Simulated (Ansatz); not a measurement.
C2H8BFSi: several calculations on one system

## 1. Relaxation

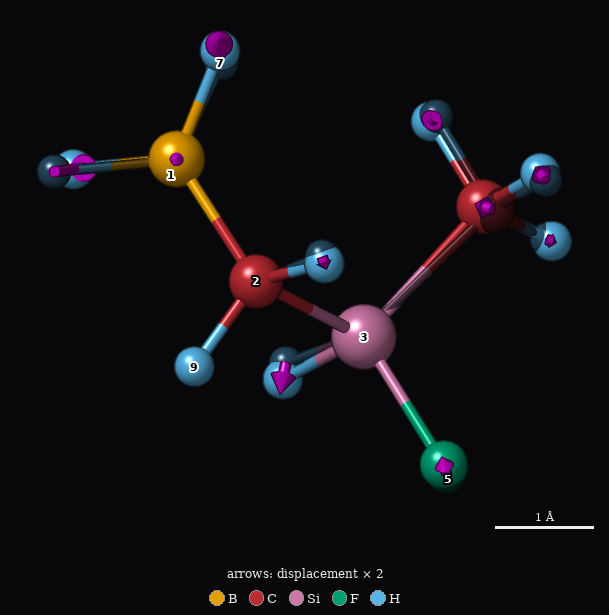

This is a relaxation of C₂H₈BFSi. The starting structure is drawn faded, the final one solid; purple arrows show the displacements, 2 times their true length. The two geometries are superimposed by the best rigid fit.

Style: ball-and-stick. Shown at a tilt.

The run prepares an end point of a later path (torsion) calculation, from a guessed geometry.

Theory: Ansatz 0.2.0, RKS B3LYP-D4/6-31G*. (no spin polarisation; force threshold 0.015 eV/Å; at most 40 steps)

Q: What happened in the run?

A: The energy falls by 11.2 kcal/mol in 11 accepted moves (13 points after the start). Largest force component: 3.9 eV/Å at the start, 0.015 eV/Å at the end. The line search rejected the trial steps at points 7, 11 of the run. An H atom moves most after the best rigid fit: 0.58 Å. By element the largest moves are H 0.58 Å, C 0.12 Å, F 0.11 Å, B 0.05 Å, Si 0.03 Å. Among the contacts that change: F–Si 1.716 → 1.622 Å, C–H 1.167 → 1.097 Å, C–H 1.037 → 1.095 Å, B–H 1.253 → 1.198 Å. Among the angles between lasting bonds that change: H–C–H 117.2° → 108.0°, Si–C–H 106.0° → 110.2°, Si–C–H 108.5° → 104.5°. Groups turn about B–C by about 30°. The run took 45 s on 2 threads of Arm Neoverse V1, on a shared host, peak memory 0.18 GiB.

## 2. Relaxation

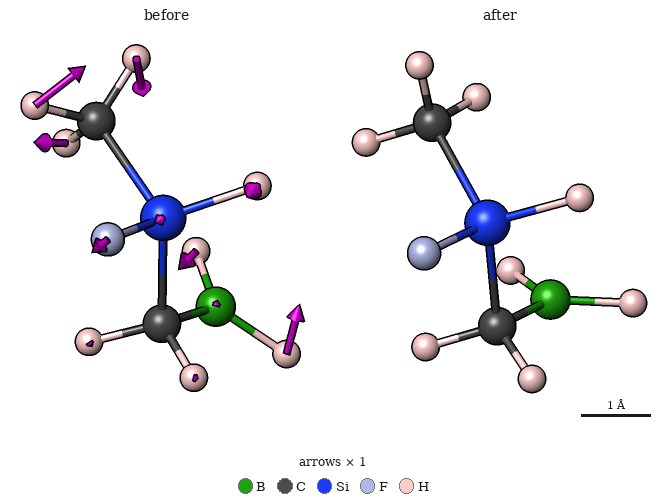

The structure of C2H8BFSi before (left) and after (right) a relaxation, at one scale. The purple arrows give the displacements, at their true length.

Style: ball-and-stick. Shown from a free direction.

The run prepares an end point of a later path (torsion) calculation, from a guessed geometry.

Theory: RKS B3LYP-D4/6-31G* in Ansatz 0.2.0.

The input:
```yaml
crystal:
  periodic: [false, false, false]
  atoms:
    - { symbol: B, position_ang: [-1.7733, -0.3332, -0.6716] }
    - { symbol: C, position_ang: [-0.3704, -0.0354, -1.2649] }
    - { symbol: Si, position_ang: [0.6888, 0.7508, 0.0265] }
    - { symbol: C, position_ang: [1.0746, -0.4351, 1.4454] }
    - { symbol: F, position_ang: [2.2102, 1.1429, -0.6644] }
    - { symbol: H, position_ang: [-2.7582, 0.2476, -1.1832] }
    - { symbol: H, position_ang: [-1.9514, -1.0205, 0.2328] }
    - { symbol: H, position_ang: [0.1167, -0.9789, -1.5941] }
    - { symbol: H, position_ang: [-0.4297, 0.6671, -2.0939] }
    - { symbol: H, position_ang: [0.0832, 1.9714, 0.5752] }
    - { symbol: H, position_ang: [0.86409, 0.01571, 2.40153] }
    - { symbol: H, position_ang: [2.22944, -0.59941, 1.42151] }
    - { symbol: H, position_ang: [0.66467, -1.36942, 1.26184] }
basis:
  gaussian: { orbitals: "6-31G*" }
hamiltonian:
  xc: b3lyp
  dispersion: d4
relax:
  f_tol: 0.015
  max_steps: 40
```

Run as
```bash
ansatz run input.yaml --threads 2 --pin off --max-ram 3072MiB --backend cpu --events-out ev --progress --plain --runs-dir out
```

> Summarise the run.

H12 moves most after the best rigid fit: 0.95 Å. By element the largest moves are H 0.95 Å, F 0.35 Å, Si 0.17 Å, B 0.11 Å, C 0.06 Å. Near-neighbour distances that change, for instance: Si3–F5 1.716 → 1.622 Å, C4–H12 1.167 → 1.096 Å, C4–H13 1.037 → 1.096 Å, B1–H6 1.253 → 1.198 Å. Among the angles between lasting bonds that change: H11–C4–H13 117.2° → 107.6°, Si3–C4–H12 106.0° → 111.8°, Si3–C2–H8 108.5° → 104.7°. Groups turn about Si3–C4 by about 55°, B1–C2 by about 30°. The energy falls by 0.543 eV in 21 accepted moves (25 points after the start). Largest force component: 3.3 eV/Å at the start, 0.0071 eV/Å at the end. The line search rejected the trial steps at points 3, 13, 18, 23 of the run. The forces were under the threshold at step 7, but the run went on from there. Cost: 82 s on 2 threads of Arm Neoverse V1, with other jobs on the host, peak memory 0.18 GiB.

## 3. Path

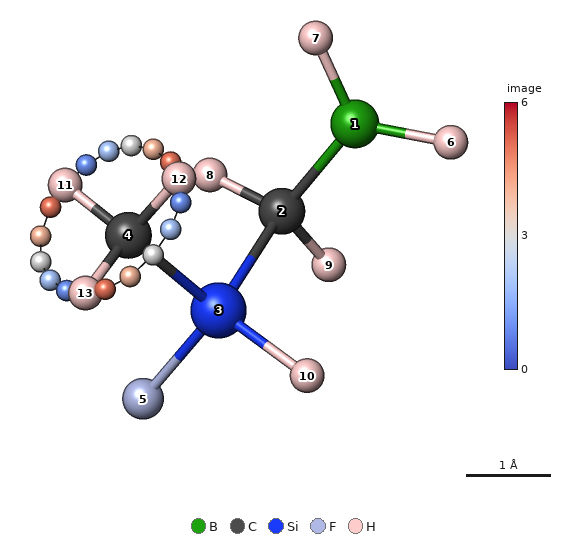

NEB run on C₂H₈BFSi. Images are numbered from 0 (start) to 6 (end). The start is drawn whole; smaller spheres mark the moving atoms (H) in the later images, joined by lines and coloured by the number of the image. The picture is a ball-and-stick view, seen from a free direction.

The calculation used RKS B3LYP-D4/6-31G* (Ansatz 0.2.0).

The input:
```yaml
crystal:
  periodic: [false, false, false]
  atoms:
    - { symbol: B, position_ang: [-1.773557, -0.373892, -0.699554] }
    - { symbol: C, position_ang: [-0.386386, -0.05048, -1.295826] }
    - { symbol: Si, position_ang: [0.717026, 0.753462, 0.014945] }
    - { symbol: C, position_ang: [0.975583, -0.377626, 1.479835] }
    - { symbol: F, position_ang: [2.149207, 1.054175, -0.683908] }
    - { symbol: H, position_ang: [-2.649409, 0.4433, -0.700157] }
    - { symbol: H, position_ang: [-1.982678, -1.426591, -0.166927] }
    - { symbol: H, position_ang: [0.170754, -0.942152, -1.613758] }
    - { symbol: H, position_ang: [-0.422191, 0.677051, -2.117336] }
    - { symbol: H, position_ang: [0.155941, 2.065655, 0.435372] }
    - { symbol: H, position_ang: [1.354908, -1.355314, 1.161209] }
    - { symbol: H, position_ang: [0.024936, -0.545217, 2.001676] }
    - { symbol: H, position_ang: [1.686167, 0.043129, 2.19943] }
basis:
  gaussian: { orbitals: "6-31G*" }
hamiltonian:
  xc: b3lyp
  dispersion: d4
neb:
  order_check: false
  images: 5
  f_tol: 0.05
  max_iterations: 60
  initial_path: idpp
  final_atoms:
    - { symbol: B, position_ang: [-1.68953258, -0.50696103, -0.76581251] }
    - { symbol: C, position_ang: [-0.33314159, -0.02276294, -1.32285834] }
    - { symbol: Si, position_ang: [0.6718429, 0.80174425, 0.05290427] }
    - { symbol: C, position_ang: [0.91234743, -0.34030193, 1.51240049] }
    - { symbol: F, position_ang: [2.12175745, 1.17674498, -0.56974226] }
    - { symbol: H, position_ang: [-2.63601706, 0.22634585, -0.72464785] }
    - { symbol: H, position_ang: [-1.804879, -1.60663554, -0.3042063] }
    - { symbol: H, position_ang: [0.30718705, -0.8385886, -1.68412451] }
    - { symbol: H, position_ang: [-0.42737025, 0.74718567, -2.09985802] }
    - { symbol: H, position_ang: [0.03242717, 2.08058601, 0.46393622] }
    - { symbol: H, position_ang: [-0.05039623, -0.54209113, 1.99946782] }
    - { symbol: H, position_ang: [1.58436351, 0.09255877, 2.26154412] }
    - { symbol: H, position_ang: [1.3317122, -1.30232436, 1.19599788] }
```

Run as
```bash
ansatz run input.yaml --threads 2 --pin off --max-ram 3072MiB --backend cpu --events-out ev --progress --plain --runs-dir out
```

Question: Describe the path and its energy.

Answer: The motion is a rotation about the Si3–C4 bond by about 120°. No bond forms or breaks between the ends. The two ends have the same energy, and the highest point, image 3, lies 5.81 kJ/mol above the start. The band converged in 5 iterations. The largest component of the band force went from 0.6 to 0.043 eV/Å. The climbing image converged on the top of the path. Its vibrational analysis gives one imaginary mode (155i cm⁻¹), as a transition state must have.

Cost: 82 s on 2 threads of Arm Neoverse V1, on a shared host, peak memory 0.19 GiB.
